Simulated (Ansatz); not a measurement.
WN2H2ClF: molecular dynamics

System: WN2H2ClF.
Method: RKS PBE/def2-SVP (Ansatz 0.2.0).

The geometry comes from this level: PBE0-D4/def2-TZVP. Figures and captions count atoms from 1; the log counts them from 0 in places.

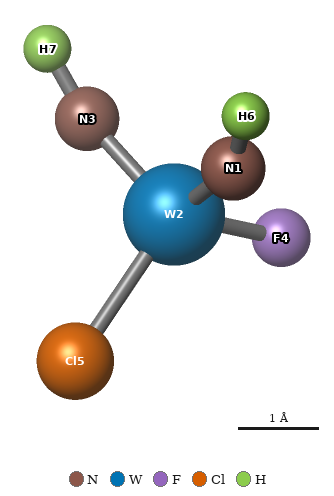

**Figure 1.** The structure as given in the input (ball-and-stick view, seen at a tilt; atoms are numbered from 1 in the order of the input). Sticks mark near contacts.

Input file
```yaml
crystal:
  periodic: [false, false, false]
  atoms:
    - {symbol: N, position_ang: [-1.175561, 0.515072, 0.768055]}
    - {symbol: W, position_ang: [-0.101332, 0.002509, -0.498726]}
    - {symbol: N, position_ang: [1.297774, -0.771610, 0.182923]}
    - {symbol: F, position_ang: [-1.000365, -1.242558, -1.560869]}
    - {symbol: Cl, position_ang: [0.611179, 1.869850, -1.592987]}
    - {symbol: H, position_ang: [-1.463126, 0.652158, 1.724856]}
    - {symbol: H, position_ang: [1.892629, -1.093421, 0.930947]}
basis:
  gaussian: {orbitals: def2-SVP}
hamiltonian: {xc: {name: PBE}}
md: {timestep: 2 fs, n_steps: 20, ensemble: nve, temperature: 1000, initial_velocities: maxwell_boltzmann, seed: 206}
```

Command:
```bash
ansatz run in.yaml --threads 4 --pin off --events-out ev --progress --plain --max-ram 10444MiB
```

Log
```
Functional definition: PBE
  name "PBE"
  cite "Perdew, Burke & Ernzerhof, Phys. Rev. Lett. 77, 3865 (1996) doi:10.1103/PhysRevLett.77.3865"
  parent pbe
  parameter kappa = 0.804
  parameter beta = 0.06672455060314922
  exchange = pbe_x(kappa = kappa, mu = beta*pi^2/3)
  correlation = pbe_c(beta = beta)
1110 factors; their error is unknown
mean field evaluation 1: about -20041.7549 eV, gradient 1.1e2 eV
mean field evaluation 2: about -19795.7069 eV, gradient 2.8e2 eV
mean field evaluation 4: about -20061.7813 eV, gradient 3.5e1 eV
mean field evaluation 8: about -20064.1727 eV, gradient 5.8e-1 eV
mean field evaluation 16: about -20064.1053 eV, gradient 1.4e-3 eV
mean field -20064.10525329 eV, -737.3422681194 hartree, gradient 4.1e-5 eV, S^2 0.000000; 0 other end points of the search recorded, 0 dependent functions left out
the calculation of the forces begins
reference -20064.10531866 eV, -737.3422705218 hartree; 28, 28 occupied and 74, 74 virtual orbitals, 1110 factors
md step     0: t =     0.00 fs  T =  1000.0 K  F+E_penalty+E_count = -20064.10525329 eV  E_kin = 0.646300 eV  conserved = -20063.45895330 eV  (31 SCF iters)
these checks for a lower state are left out or cut short: starts, cluster_reference, orbital_swaps, neighbouring_geometries, increment
1110 factors; their error is unknown
mean field -20064.04868069 eV, -737.3401891147 hartree, gradient 2.3e-5 eV, S^2 0.000000; 0 other end points of the search recorded, 0 dependent functions left out
[... from here on the field's lines of each further geometry are left out, up to the last ...]
md step     1: t =     2.00 fs  T =   940.4 K  F+E_penalty+E_count = -20064.04868069 eV  E_kin = 0.607773 eV  conserved = -20063.44090741 eV  (32 SCF iters)
md step     2: t =     4.00 fs  T =   904.5 K  F+E_penalty+E_count = -20064.03769285 eV  E_kin = 0.584573 eV  conserved = -20063.45311996 eV  (33 SCF iters)
md step     3: t =     6.00 fs  T =   798.7 K  F+E_penalty+E_count = -20063.95807971 eV  E_kin = 0.516181 eV  conserved = -20063.44189858 eV  (32 SCF iters)
md step     4: t =     8.00 fs  T =   747.1 K  F+E_penalty+E_count = -20063.93779215 eV  E_kin = 0.482876 eV  conserved = -20063.45491625 eV  (34 SCF iters)
md step     5: t =    10.00 fs  T =   632.6 K  F+E_penalty+E_count = -20063.84258257 eV  E_kin = 0.408827 eV  conserved = -20063.43375526 eV  (33 SCF iters)
md step     6: t =    12.00 fs  T =   603.1 K  F+E_penalty+E_count = -20063.84536610 eV  E_kin = 0.389754 eV  conserved = -20063.45561203 eV  (34 SCF iters)
md step     7: t =    14.00 fs  T =   531.9 K  F+E_penalty+E_count = -20063.78467874 eV  E_kin = 0.343753 eV  conserved = -20063.44092551 eV  (34 SCF iters)
md step     8: t =    16.00 fs  T =   541.6 K  F+E_penalty+E_count = -20063.80053326 eV  E_kin = 0.350061 eV  conserved = -20063.45047192 eV  (34 SCF iters)
md step     9: t =    18.00 fs  T =   521.3 K  F+E_penalty+E_count = -20063.78126880 eV  E_kin = 0.336890 eV  conserved = -20063.44437858 eV  (34 SCF iters)
md step    10: t =    20.00 fs  T =   538.1 K  F+E_penalty+E_count = -20063.80353617 eV  E_kin = 0.347766 eV  conserved = -20063.45577003 eV  (33 SCF iters)
md step    11: t =    22.00 fs  T =   521.4 K  F+E_penalty+E_count = -20063.78434710 eV  E_kin = 0.336994 eV  conserved = -20063.44735338 eV  (34 SCF iters)
md step    12: t =    24.00 fs  T =   503.1 K  F+E_penalty+E_count = -20063.77320901 eV  E_kin = 0.325127 eV  conserved = -20063.44808199 eV  (33 SCF iters)
md step    13: t =    26.00 fs  T =   477.3 K  F+E_penalty+E_count = -20063.76486425 eV  E_kin = 0.308453 eV  conserved = -20063.45641095 eV  (34 SCF iters)
md step    14: t =    28.00 fs  T =   397.1 K  F+E_penalty+E_count = -20063.69947080 eV  E_kin = 0.256659 eV  conserved = -20063.44281165 eV  (34 SCF iters)
md step    15: t =    30.00 fs  T =   342.7 K  F+E_penalty+E_count = -20063.67224877 eV  E_kin = 0.221504 eV  conserved = -20063.45074457 eV  (33 SCF iters)
md step    16: t =    32.00 fs  T =   255.3 K  F+E_penalty+E_count = -20063.60614673 eV  E_kin = 0.164999 eV  conserved = -20063.44114799 eV  (32 SCF iters)
md step    17: t =    34.00 fs  T =   247.6 K  F+E_penalty+E_count = -20063.61425209 eV  E_kin = 0.160042 eV  conserved = -20063.45421023 eV  (34 SCF iters)
md step    18: t =    36.00 fs  T =   195.3 K  F+E_penalty+E_count = -20063.55937831 eV  E_kin = 0.126199 eV  conserved = -20063.43317944 eV  (32 SCF iters)
md step    19: t =    38.00 fs  T =   232.8 K  F+E_penalty+E_count = -20063.60543328 eV  E_kin = 0.150480 eV  conserved = -20063.45495341 eV  (33 SCF iters)
the calculation of the forces begins
reference -20063.58722753 eV, -737.3232310240 hartree; 28, 28 occupied and 74, 74 virtual orbitals, 1110 factors
1110 factors; their error is unknown
mean field evaluation 192: about -20063.6026 eV, gradient 4.8e0 eV
mean field -20063.58716321 eV, -737.3232286603 hartree, gradient 1.5e-5 eV, S^2 0.000000; 1 other end points of the search recorded, 0 dependent functions left out
the calculation of the forces begins
reference -20063.58722753 eV, -737.3232310240 hartree; 28, 28 occupied and 74, 74 virtual orbitals, 1110 factors
md step    20: t =    40.00 fs  T =   226.6 K  F+E_penalty+E_count = -20063.58716321 eV  E_kin = 0.146467 eV  conserved = -20063.44069659 eV  (32 SCF iters)
```

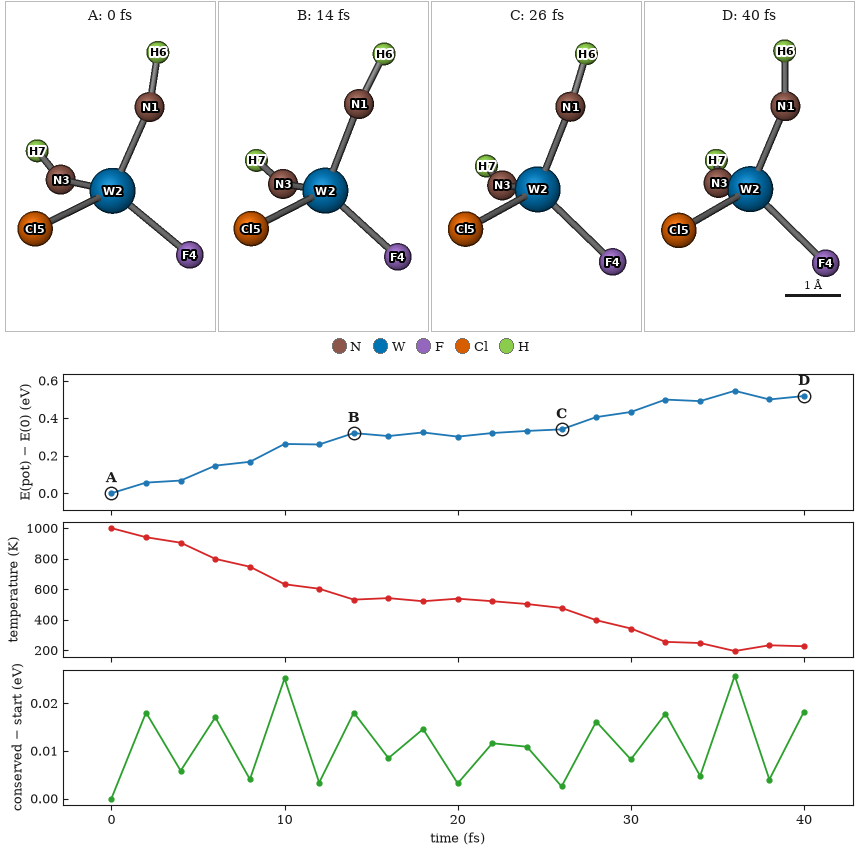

**Figure 2.** Frames of the molecular dynamics (ball-and-stick, seen at a tilt) above the curves, on which the letters mark them. The trajectory kept here has 21 frames over 40 fs. The temperature starts at 1000 K, ranges from 195 to 1000 K and averages 358 K over the second half. The potential energy ends 0.518 eV above its first value. The conserved quantity stays within 0.026 eV. After an unweighted best fit of the last frame on the first, the root-mean-square displacement is 0.29 Å.

```
Total energy: -20063.58722753 eV, -737.3232310240 hartree
Atom 0 at    -1.196762     0.660464     0.726780 Å, force     0.371877     0.058362     0.263290 eV/Å
Atom 1 at    -0.066499     0.005205    -0.463495 Å, force    -2.147975    -0.392267    -2.327385 eV/Å
Atom 2 at     1.121245    -1.089875     0.192069 Å, force     1.584210    -1.327557     1.842544 eV/Å
Atom 3 at    -0.897945    -1.241130    -1.711244 Å, force     0.179621     1.189766     1.134434 eV/Å
Atom 4 at     0.465222     1.930254    -1.678216 Å, force     0.534134    -0.332023     0.279644 eV/Å
Atom 5 at    -1.471602     1.120017     1.611269 Å, force    -0.099234    -0.510772    -0.201096 eV/Å
Atom 6 at     1.498530    -1.802026     0.897159 Å, force    -0.422633     1.314491    -0.991431 eV/Å
Dipole moment:     0.118852    -0.039985     0.635070 e Å
```

Trajectory as extended XYZ (Å, eV, eV/Å), 21 frames, from step=0 to step=20
```
7
Properties=species:S:1:pos:R:3:forces:R:3 step=0 time_fs=0.0 energy=-20064.10525 temperature=1000.0
N    -1.1756    0.5151    0.7681   -0.4336   0.2135   0.2395
W    -0.1013    0.0025   -0.4987   -0.0964   0.2474  -0.9500
N     1.2978   -0.7716    0.1829    0.4733  -0.2581   0.0251
F    -1.0004   -1.2426   -1.5609   -0.3392  -0.5076  -0.3179
Cl    0.6112    1.8699   -1.5930    0.1893   0.4519  -0.1936
H    -1.4631    0.6522    1.7249   -0.2363   0.1032   0.6789
H     1.8926   -1.0934    0.9309    0.4429  -0.2503   0.5181
7
Properties=species:S:1:pos:R:3:forces:R:3 step=1 time_fs=2.0 energy=-20064.04868 temperature=940.4
N    -1.1763    0.5421    0.7670   -0.6355   0.0554   0.9693
W    -0.0999    0.0018   -0.4981   -0.0597   0.8031  -0.3212
N     1.2842   -0.8013    0.1794   -0.3660   0.2710  -0.9906
F    -0.9785   -1.2310   -1.5581   -0.6815  -0.8814  -0.6521
Cl    0.5993    1.8701   -1.5954    0.2541   0.4587  -0.2263
H    -1.5167    0.6235    1.7393    0.1605   0.0378  -0.3468
H     1.8806   -1.1146    0.8916    1.3281  -0.7446   1.5678
7
Properties=species:S:1:pos:R:3:forces:R:3 step=2 time_fs=4.0 energy=-20064.03769 temperature=904.5
N    -1.1789    0.5693    0.7687   -0.6088  -0.2617   1.0211
W    -0.0984    0.0012   -0.4975   -0.1783   1.4066   0.3641
N     1.2697   -0.8303    0.1731    1.4948  -0.6256   1.0529
F    -0.9580   -1.2212   -1.5566   -0.9995  -1.2299  -0.9751
Cl    0.5877    1.8708   -1.5980    0.3177   0.4637  -0.2582
H    -1.5642    0.5963    1.7404    0.4004   0.0970  -0.7659
H     1.9194   -1.1644    0.9123   -0.4265   0.1498  -0.4389
7
Properties=species:S:1:pos:R:3:forces:R:3 step=3 time_fs=6.0 energy=-20063.95808 temperature=798.7
N    -1.1831    0.5958    0.7732   -0.0048  -0.6353  -0.1776
W    -0.0970    0.0009   -0.4968   -0.1702   1.8121   1.1562
N     1.2593   -0.8610    0.1697    2.0583  -0.8123   1.6923
F    -0.9395   -1.2139   -1.5571   -1.2468  -1.4815  -1.2267
Cl    0.5764    1.8720   -1.6009    0.3674   0.4469  -0.2747
H    -1.5963    0.5727    1.7122    0.1415   0.1731  -0.0068
H     1.9419   -1.2084    0.9162   -1.1454   0.4970  -1.1626
7
Properties=species:S:1:pos:R:3:forces:R:3 step=4 time_fs=8.0 energy=-20063.93779 temperature=747.1
N    -1.1873    0.6205    0.7771    0.6511  -0.9044  -1.3580
W    -0.0956    0.0010   -0.4959    0.0923   1.8673   1.9051
N     1.2546   -0.8939    0.1710    0.6158   0.0807   0.3794
F    -0.9235   -1.2096   -1.5601   -1.3971  -1.5933  -1.3646
Cl    0.5656    1.8737   -1.6042    0.4007   0.4089  -0.2737
H    -1.6230    0.5559    1.6837   -0.1995   0.1650   0.7776
H     1.9206   -1.2333    0.8756   -0.1633  -0.0243  -0.0658
7
Properties=species:S:1:pos:R:3:forces:R:3 step=5 time_fs=10.0 energy=-20063.84258 temperature=632.6
N    -1.1897    0.6427    0.7774    0.4797  -1.1593  -0.9067
W    -0.0942    0.0014   -0.4946    0.4309   1.6488   2.3761
N     1.2515   -0.9266    0.1733   -1.4748   1.3439  -1.5072
F    -0.9104   -1.2086   -1.5658   -1.4484  -1.5615  -1.3784
Cl    0.5552    1.8758   -1.6077    0.4268   0.3677  -0.2648
H    -1.6573    0.5453    1.6850    0.1562   0.2280   0.0900
H     1.8930   -1.2592    0.8324    1.4295  -0.8675   1.5909
7
Properties=species:S:1:pos:R:3:forces:R:3 step=6 time_fs=12.0 energy=-20063.84537 temperature=603.1
N    -1.1908    0.6617    0.7751    0.1646  -1.3737  -0.2917
W    -0.0927    0.0023   -0.4928    0.5136   1.3833   2.4757
N     1.2444   -0.9557    0.1715   -0.1763   0.7931  -0.0839
F    -0.9003   -1.2107   -1.5744   -1.4081  -1.4019  -1.2773
Cl    0.5452    1.8784   -1.6115    0.4567   0.3366  -0.2567
H    -1.6857    0.5435    1.6898    0.5546   0.3227  -0.6202
H     1.9201   -1.3183    0.8502   -0.1051  -0.0599   0.0541
7
Properties=species:S:1:pos:R:3:forces:R:3 step=7 time_fs=14.0 energy=-20063.78468 temperature=531.9
N    -1.1915    0.6770    0.7720    0.4029  -1.4330  -0.6863
W    -0.0910    0.0034   -0.4905    0.4890   0.9946   2.3482
N     1.2368   -0.9825    0.1694    0.8087   0.3488   0.9664
F    -0.8930   -1.2157   -1.5856   -1.2762  -1.1129  -1.0574
Cl    0.5358    1.8813   -1.6156    0.4813   0.2972  -0.2388
H    -1.6928    0.5540    1.6708    0.3672   0.2927  -0.2568
H     1.9432   -1.3797    0.8700   -1.2729   0.6128  -1.0755
7
Properties=species:S:1:pos:R:3:forces:R:3 step=8 time_fs=16.0 energy=-20063.80053 temperature=541.6
N    -1.1910    0.6883    0.7671    0.9377  -1.3697  -1.5877
W    -0.0893    0.0047   -0.4876    0.5231   0.4245   2.0519
N     1.2314   -1.0083    0.1700    0.0355   0.8990   0.3469
F    -0.8883   -1.2229   -1.5989   -1.0764  -0.7264  -0.7429
Cl    0.5268    1.8845   -1.6199    0.4962   0.2436  -0.2075
H    -1.6859    0.5757    1.6420   -0.1677   0.1833   0.6869
H     1.9176   -1.4177    0.8487   -0.7483   0.3457  -0.5477
7
Properties=species:S:1:pos:R:3:forces:R:3 step=9 time_fs=18.0 energy=-20063.78127 temperature=521.3
N    -1.1880    0.6958    0.7577    0.7002  -1.3397  -1.1823
W    -0.0875    0.0061   -0.4844    0.6245  -0.2477   1.5225
N     1.2262   -1.0317    0.1716   -1.9204   2.2423  -1.4383
F    -0.8857   -1.2317   -1.6137   -0.8517  -0.3047  -0.3864
Cl    0.5184    1.8880   -1.6245    0.5072   0.1898  -0.1719
H    -1.6854    0.6044    1.6395   -0.0605   0.2046   0.4764
H     1.8633   -1.4424    0.8064    1.0007  -0.7445   1.1800
7
Properties=species:S:1:pos:R:3:forces:R:3 step=10 time_fs=20.0 energy=-20063.80354 temperature=538.1
N    -1.1830    0.6996    0.7451   -0.0779  -1.2283   0.1307
W    -0.0856    0.0075   -0.4808    0.5861  -0.7892   0.7180
N     1.2156   -1.0489    0.1692   -1.3303   1.9466  -0.8536
F    -0.8849   -1.2410   -1.6293   -0.6375   0.0910  -0.0423
Cl    0.5106    1.8917   -1.6292    0.5248   0.1526  -0.1429
H    -1.6872    0.6410    1.6552    0.4526   0.2454  -0.4800
H     1.8473   -1.4956    0.8092    0.4823  -0.4181   0.6700
7
Properties=species:S:1:pos:R:3:forces:R:3 step=11 time_fs=22.0 energy=-20063.78435 temperature=521.4
N    -1.1783    0.7001    0.7329   -0.3885  -0.9793   0.6369
W    -0.0835    0.0087   -0.4771    0.4031  -1.1643  -0.2116
N     1.2014   -1.0608    0.1645    0.3957   0.6813   0.8150
F    -0.8854   -1.2502   -1.6450   -0.4392   0.4453   0.2749
Cl    0.5033    1.8956   -1.6341    0.5436   0.1194  -0.1133
H    -1.6717    0.6870    1.6525    0.4611   0.1876  -0.5719
H     1.8498   -1.5648    0.8378   -0.9758   0.7100  -0.8299
7
Properties=species:S:1:pos:R:3:forces:R:3 step=12 time_fs=24.0 energy=-20063.77321 temperature=503.1
N    -1.1746    0.6978    0.7224   -0.1481  -0.7526   0.1386
W    -0.0813    0.0096   -0.4734    0.2395  -1.4896  -1.1022
N     1.1882   -1.0707    0.1619    0.6354   0.4470   1.0245
F    -0.8868   -1.2584   -1.6601   -0.2569   0.7587   0.5641
Cl    0.4966    1.8996   -1.6392    0.5544   0.0747  -0.0732
H    -1.6385    0.7402    1.6280   -0.0557   0.1551   0.3199
H     1.8149   -1.6069    0.8345   -0.9686   0.8067  -0.8718
7
Properties=species:S:1:pos:R:3:forces:R:3 step=13 time_fs=26.0 energy=-20063.76486 temperature=477.3
N    -1.1713    0.6935    0.7123   -0.2106  -0.5299   0.1628
W    -0.0791    0.0103   -0.4700    0.1665  -1.7980  -1.9444
N     1.1769   -1.0795    0.1623   -0.5318   1.4902  -0.2655
F    -0.8888   -1.2651   -1.6741   -0.1011   1.0175   0.8120
Cl    0.4906    1.9037   -1.6443    0.5584   0.0241  -0.0262
H    -1.6075    0.7992    1.6157   -0.2789   0.1535   0.6899
H     1.7430   -1.6180    0.7979    0.3975  -0.3574   0.5714
7
Properties=species:S:1:pos:R:3:forces:R:3 step=14 time_fs=28.0 energy=-20063.69947 temperature=397.1
N    -1.1686    0.6877    0.7027   -0.9199  -0.0649   1.5152
W    -0.0769    0.0105   -0.4669    0.0209  -1.9345  -2.7815
N     1.1640   -1.0841    0.1618   -0.8227   1.8767  -0.7700
F    -0.8909   -1.2697   -1.6864    0.0188   1.2029   1.0009
Cl    0.4851    1.9078   -1.6494    0.5635  -0.0171   0.0173
H    -1.5871    0.8642    1.6298    0.1247  -0.0658  -0.2650
H     1.6862   -1.6428    0.7831    1.0147  -0.9975   1.2831
7
Properties=species:S:1:pos:R:3:forces:R:3 step=15 time_fs=30.0 energy=-20063.67225 temperature=342.7
N    -1.1685    0.6817    0.6972   -1.2317   0.3283   2.2123
W    -0.0746    0.0104   -0.4645   -0.4146  -1.7516  -3.4826
N     1.1489   -1.0836    0.1593    1.0799  -0.1461   1.2030
F    -0.8930   -1.2719   -1.6967    0.1081   1.3180   1.1312
Cl    0.4802    1.9119   -1.6546    0.5714  -0.0521   0.0564
H    -1.5619    0.9267    1.6337    0.2550  -0.2853  -0.7083
H     1.6684   -1.7059    0.8175   -0.3681   0.5887  -0.4121
7
Properties=species:S:1:pos:R:3:forces:R:3 step=16 time_fs=32.0 energy=-20063.60615 temperature=255.3
N    -1.1717    0.6767    0.6979   -0.8062   0.2470   1.4542
W    -0.0724    0.0099   -0.4628   -0.9436  -1.4601  -3.8019
N     1.1367   -1.0834    0.1601    1.8448  -1.0927   1.9722
F    -0.8948   -1.2714   -1.7047    0.1795   1.3905   1.2239
Cl    0.4760    1.9159   -1.6596    0.5722  -0.1026   0.1032
H    -1.5270    0.9782    1.6106   -0.1079  -0.1746   0.0277
H     1.6364   -1.7463    0.8361   -0.7387   1.1925  -0.9793
7
Properties=species:S:1:pos:R:3:forces:R:3 step=17 time_fs=34.0 energy=-20063.61425 temperature=247.6
N    -1.1771    0.6723    0.7025   -0.2229  -0.0733   0.3835
W    -0.0705    0.0090   -0.4618   -1.3410  -1.2375  -3.7279
N     1.1297   -1.0863    0.1663    1.1289  -0.1959   0.9714
F    -0.8963   -1.2681   -1.7103    0.2301   1.4252   1.2816
Cl    0.4724    1.9198   -1.6646    0.5643  -0.1675   0.1566
H    -1.4963    1.0231    1.5885   -0.4535   0.0692   0.8570
H     1.5761   -1.7412    0.8172    0.0941   0.1799   0.0778
7
Properties=species:S:1:pos:R:3:forces:R:3 step=18 time_fs=36.0 energy=-20063.55938 temperature=195.3
N    -1.1832    0.6677    0.7082   -0.1913   0.1499   0.7564
W    -0.0688    0.0080   -0.4617   -1.5916  -1.0478  -3.4304
N     1.1257   -1.0897    0.1752    0.0746   1.3519  -0.6037
F    -0.8974   -1.2619   -1.7132    0.2489   1.4070   1.2902
Cl    0.4694    1.9236   -1.6694    0.5535  -0.2292   0.2058
H    -1.4828    1.0705    1.5992   -0.2158  -0.2636   0.1638
H     1.5195   -1.7291    0.8013    1.1217  -1.3682   1.6179
7
Properties=species:S:1:pos:R:3:forces:R:3 step=19 time_fs=38.0 energy=-20063.60543 temperature=232.8
N    -1.1898    0.6635    0.7159   -0.1282   0.4036   1.1101
W    -0.0674    0.0067   -0.4623   -1.9287  -0.6998  -3.0005
N     1.1220   -1.0894    0.1824    1.0874  -0.2878   0.8833
F    -0.8979   -1.2529   -1.7135    0.2298   1.3220   1.2363
Cl    0.4670    1.9271   -1.6739    0.5460  -0.2781   0.2431
H    -1.4777    1.1079    1.6162    0.0242  -0.6616  -0.5726
H     1.5058   -1.7694    0.8473    0.1695   0.2018   0.1003
7
Properties=species:S:1:pos:R:3:forces:R:3 step=20 time_fs=40.0 energy=-20063.58716 temperature=226.6
N    -1.1968    0.6605    0.7268    0.3719   0.0584   0.2633
W    -0.0665    0.0052   -0.4635   -2.1480  -0.3923  -2.3274
N     1.1212   -1.0899    0.1921    1.5842  -1.3276   1.8425
F    -0.8979   -1.2411   -1.7112    0.1796   1.1898   1.1344
Cl    0.4652    1.9303   -1.6782    0.5341  -0.3320   0.2796
H    -1.4716    1.1200    1.6113   -0.0992  -0.5108  -0.2011
H     1.4985   -1.8020    0.8972   -0.4226   1.3145  -0.9914
```

Key numbers

```tsv
quantity	value
outcome	finished
mean temperature over the second half	358 K
trajectory	20 steps, 40 fs
ensemble	nve
temperature in the input	1000 K
time step	2 fs
potential energy (last step)	−20063.5872 eV
SCF solution under orbital rotations (last step)	stable
largest force (length of the vector) (last step)	3.191 eV/Å
dipole moment (last step)	3.11 D
hardware	4 threads of AMD EPYC, 54 GiB of memory available, shared host
wall time	13 s (CPU time 44 s)
peak memory	0.17 GiB
```

Remarks

So short a trajectory is not equilibrated.
